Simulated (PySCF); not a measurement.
```xyz
18

C    -2.6055    0.2389    0.2483
C    -1.5134   -0.1559   -0.7140
C    -0.1099   -0.0436   -0.2874
C     0.2827    0.5203    0.9468
C     1.6011    0.4982    1.3314
C     2.5769   -0.0378    0.4746
C     2.2100   -0.5963   -0.7548
C     0.8943   -0.5755   -1.1456
H    -2.5863   -0.3799    1.1466
H    -3.5771    0.1136   -0.2222
H    -2.5089    1.2763    0.5690
H    -1.6967   -1.1754   -1.0924
H    -1.6026    0.4398   -1.6421
H    -0.4578    0.9596    1.5963
H     1.8969    0.9117    2.2834
H     3.6194    0.0184    0.7522
H     2.9637   -1.0219   -1.3994
H     0.6045   -0.9842   -2.1027
```

Geometry: GFN2-xTB.

All numbers below come from UKS B3LYP, pcH-1 on C H, non-relativistic, mean-field spin-orbit, GIAO (PySCF).

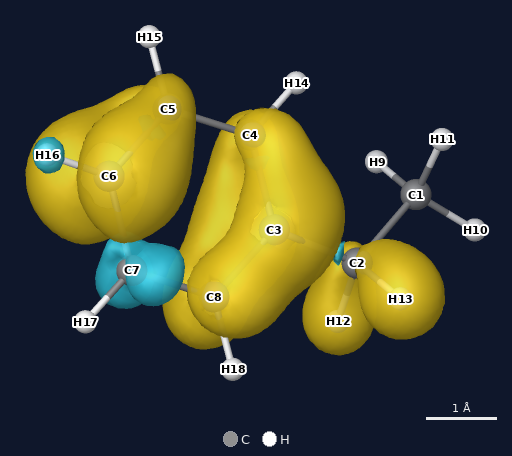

C$_{8}$H$_{10}$ (SMILES CC[C+]1[CH]C=CC=C1) (charge +1, doublet). Isosurfaces of the spin density (α minus β) at +0.015 (yellow) and −0.015 e/Å³ (cyan), seen at a tilt.

Which atoms carry the spin?

The unpaired spin (1 electron) lies mostly on C6 (about 0.3), C3 (about 0.3) and C8 (about 0.1), in electrons by Hirshfeld's partition.
